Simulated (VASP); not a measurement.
Band structure of PtAl$_{2}$ (space group Fm-3m). These are PBE GGA, VASP's PBE PAW potentials (set 64) (plane waves; VASP 6.6.1) values and carry that method's errors.

Unless said otherwise, spin-orbit coupling is left out, though it shifts the bands of the heavy elements here.

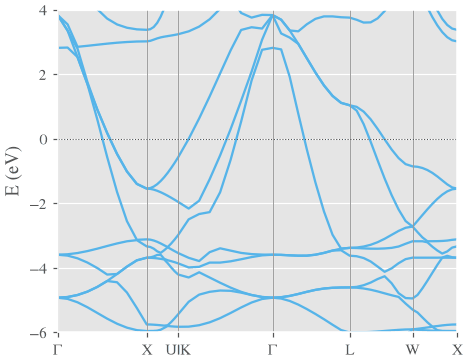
Fig. 1. Bands along high-symmetry lines, zero at the valence-band maximum or, without a gap, the Fermi level

### Question
Read the plot: is there a gap, and where are the band edges?

### Answer
It has no gap at this level: it comes out as a metal or semimetal.

The structure is a typed PtAl2 crystal (Fm-3m). The cell was not relaxed at this level.
